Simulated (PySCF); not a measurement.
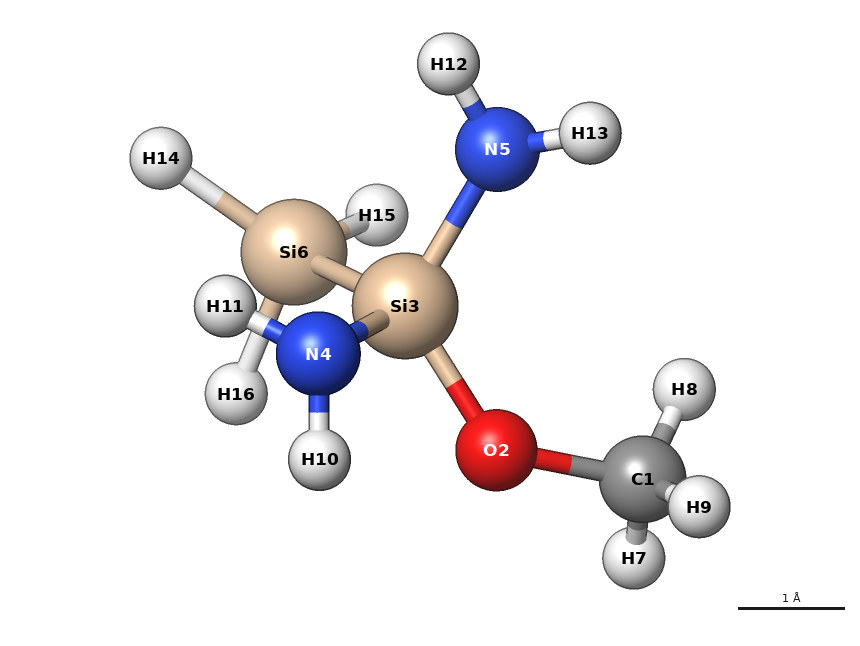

Numbered structure. Geometry: a frame of a GFN2-xTB molecular-dynamics simulation, not a minimum.

List the bonds and their lengths.

```csv
bond,length (Å),order
C1–O2,1.476,single
C1–H7,1.083,single
C1–H8,1.102,single
C1–H9,1.080,single
O2–Si3,1.625,single
Si3–N4,1.754,single
Si3–N5,1.760,single
Si3–Si6,2.144,single
N4–H10,1.007,single
N4–H11,1.003,single
N5–H12,0.981,single
N5–H13,1.023,single
Si6–H14,1.559,single
Si6–H15,1.442,single
Si6–H16,1.535,single
```
